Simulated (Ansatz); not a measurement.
# ClGeH$_{3}$···NH$_{3}$···NH$_{3}$: what the fields show

```json
{"atom": "Ge", "x (Å)": "-0.8211", "y (Å)": "-0.0525", "z (Å)": "-2.3340"}
{"atom": "Cl", "x (Å)": "1.1673", "y (Å)": "-0.7216", "z (Å)": "-1.7106"}
{"atom": "H", "x (Å)": "-0.6722", "y (Å)": "0.2477", "z (Å)": "-3.8282"}
{"atom": "H", "x (Å)": "-1.7962", "y (Å)": "-1.1983", "z (Å)": "-2.1133"}
{"atom": "H", "x (Å)": "-1.1616", "y (Å)": "1.2151", "z (Å)": "-1.5652"}
{"atom": "H", "x (Å)": "-0.2779", "y (Å)": "-0.2642", "z (Å)": "1.2644"}
{"atom": "N", "x (Å)": "-1.1100", "y (Å)": "-0.7330", "z (Å)": "0.9514"}
{"atom": "H", "x (Å)": "2.0228", "y (Å)": "0.7064", "z (Å)": "0.7896"}
{"atom": "N", "x (Å)": "2.0819", "y (Å)": "1.0775", "z (Å)": "1.7218"}
{"atom": "H", "x (Å)": "-1.8280", "y (Å)": "-0.5711", "z (Å)": "1.6372"}
{"atom": "H", "x (Å)": "-0.9071", "y (Å)": "-1.7186", "z (Å)": "0.9542"}
{"atom": "H", "x (Å)": "1.3048", "y (Å)": "1.6981", "z (Å)": "1.8630"}
{"atom": "H", "x (Å)": "1.9974", "y (Å)": "0.3147", "z (Å)": "2.3696"}
```

These are results of UHF/def2-SVP in Ansatz, not measurements.

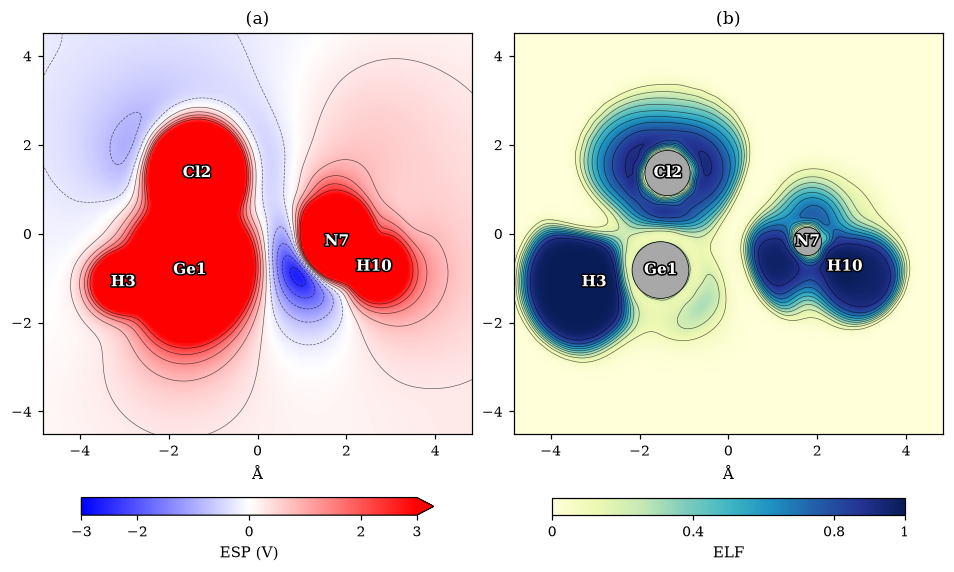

Figure 1. (a) electrostatic potential; (b) ELF on the plane of atoms Cl2, Ge1 and H3. Grey discs cover the atomic cores in the ELF map.

### What does the map show?

The plane passes through Ge, Cl, H and N nuclei.
Ge1···N7 (3.37 Å): the ELF dips to about 0 between them.
Ge–Cl (2.19 Å): the ELF peaks at about 0.85 in the valence shell of Cl, 0.8 Å from its nucleus, and is about 0.70 at the midpoint.
N–H (1.01 Å): the ELF climbs to about 1 towards the hydrogen, as it does in any bond to H; a covalent bond by its length.
Ge–H (1.53 Å): the ELF climbs to about 1 towards the hydrogen.
The ELF also peaks beside Cl2, away from the bonds: lone-pair regions.
Outside the dense part of the complex the potential is most negative (−2.5 V) near N7.

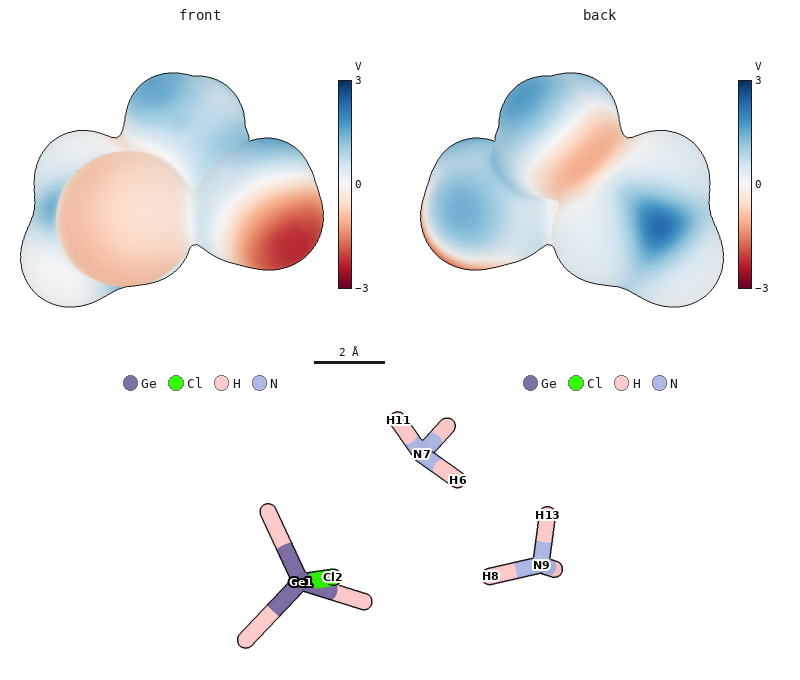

Figure 2. The molecular electrostatic potential painted on the density surface at 0.002 e/bohr³, seen from the front and from behind; red is negative and blue positive. The bare structure is drawn below in the same view.

### Describe the electrostatic potential map.

The most negative region (about −2.2 V, or −51 kcal/mol for a unit charge) lies over N9, the most positive (about +2.1 V, or +48 kcal/mol for a unit charge) over Ge1. N9 is the likeliest acceptor of a hydrogen bond.

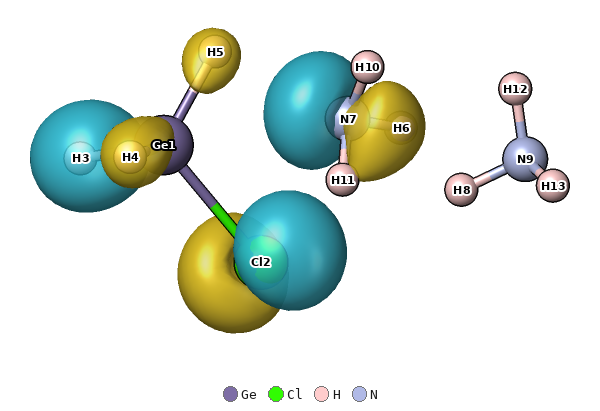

Figure 3. The HOMO−1 at ±0.15 Å⁻³ᐟ² (yellow and cyan are the two phases), seen from one side.

### What is the character of this orbital?

It lies mainly on Cl2 (about 35 %), N7 (about 25 %), Ge1 (about 15 %) and H3 (about 15 %). Its energy is −11.71 eV.
